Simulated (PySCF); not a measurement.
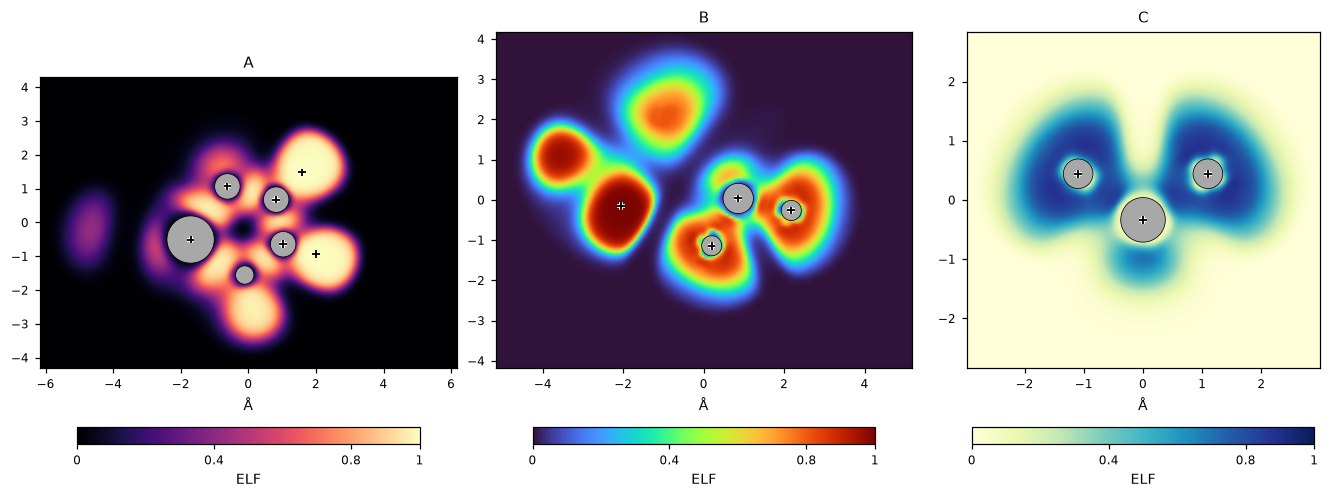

The ELF of 3 systems, each on a plane through atoms (crosses mark nuclei in the plane; grey discs cover the cores).

The calculation used PBE0/pcSseg-1, SCF density, gas phase, non-relativistic in PySCF.

System 1: C3H5F3OS, the plane of atoms F7, C6 and F8. Geometry: GFN2-xTB, NEB image 0 of 0 to 8.

```yaml
atoms:
  - { symbol: C, position_ang: [1.7140, 0.6382, -0.0076] }
  - { symbol: S, position_ang: [1.0594, -1.0764, 0.0218] }
  - { symbol: O, position_ang: [0.7474, -1.3762, 1.4155] }
  - { symbol: C, position_ang: [-0.6534, -0.6500, -0.7066] }
  - { symbol: F, position_ang: [-0.4909, 0.0615, -1.8548] }
  - { symbol: C, position_ang: [-1.4831, 0.0891, 0.3366] }
  - { symbol: F, position_ang: [-1.2535, 1.4185, 0.3054] }
  - { symbol: F, position_ang: [-2.8072, -0.0789, 0.1176] }
  - { symbol: H, position_ang: [1.1700, 1.2575, 0.6963] }
  - { symbol: H, position_ang: [2.7576, 0.5808, 0.2847] }
  - { symbol: H, position_ang: [1.6320, 1.0254, -1.0165] }
  - { symbol: H, position_ang: [-1.1471, -1.5959, -0.9551] }
  - { symbol: H, position_ang: [-1.2496, -0.2931, 1.3450] }
```

System 2: CH2F2 (SMILES FCF), the plane of atoms F1, C2 and F3. Geometry: PBE0-D3(BJ)/def2-SVP.

```xyz
5

F    -0.4838    1.0833    0.4795
C    -0.0204   -0.0715   -0.0288
F     1.3180   -0.0043   -0.1312
H    -0.4510   -0.2201   -1.0350
H    -0.2879   -0.8979    0.6536
```

System 3: C5H9ClSi (SMILES ClC[SiH]1CC=CC1), the plane of atoms C4, C5 and C6. Geometry: GFN2-xTB, MD frame at 250 fs, 400 K.

| atom | x (Å) | y (Å) | z (Å) |
| --- | --- | --- | --- |
| Cl | 3.2451 | -0.2465 | 0.2927 |
| C | 1.5946 | 0.1811 | 0.8497 |
| Si | 0.2597 | -0.2488 | -0.3795 |
| C | -0.7560 | -1.7228 | 0.2946 |
| C | -2.1075 | -1.2456 | 0.7252 |
| C | -2.3178 | 0.0573 | 0.5113 |
| C | -1.3493 | 0.8240 | -0.2921 |
| H | 1.3818 | -0.3657 | 1.7826 |
| H | 1.6231 | 1.2909 | 1.1062 |
| H | 0.8227 | -0.2676 | -1.8130 |
| H | -0.2078 | -2.1468 | 1.1021 |
| H | -0.7671 | -2.5273 | -0.3765 |
| H | -2.7493 | -1.9491 | 1.3210 |
| H | -3.1530 | 0.4378 | 0.9718 |
| H | -1.3311 | 1.8059 | 0.2898 |
| H | -1.8783 | 0.8930 | -1.3185 |

Which map belongs to which system?

Panel A is system 3, C5H9ClSi: the plane holds Si, C and H. C–C (1.34 Å): the ELF peaks at about 0.95 between the atoms; a short, multiple covalent bond. Panel B is system 1, C3H5F3OS: the plane holds C, F and H. C–F (1.35 Å): the ELF peaks at about 0.85 between the atoms (a shared but strongly polarised pair). Panel C is system 2, CH2F2: the plane holds F and C. C–F (1.34 Å): the ELF peaks at about 0.85 between the atoms; a polar covalent bond.
